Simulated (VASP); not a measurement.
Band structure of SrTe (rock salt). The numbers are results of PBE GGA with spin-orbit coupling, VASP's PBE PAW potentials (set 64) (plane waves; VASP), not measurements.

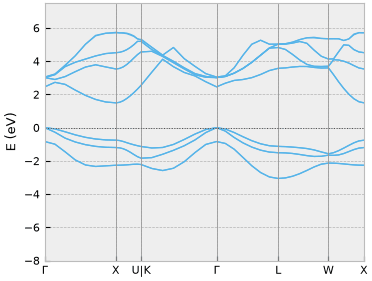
Figure: Bands along high-symmetry lines, zero at the valence-band maximum or, without a gap, the Fermi level

Problem. Read the plot: is there a gap, and where are the band edges?

Solution. The gap is indirect, 1.49 eV, from the valence maximum at Γ to the conduction minimum at X.

The compound is SrTe in the rock salt structure. It was relaxed first.
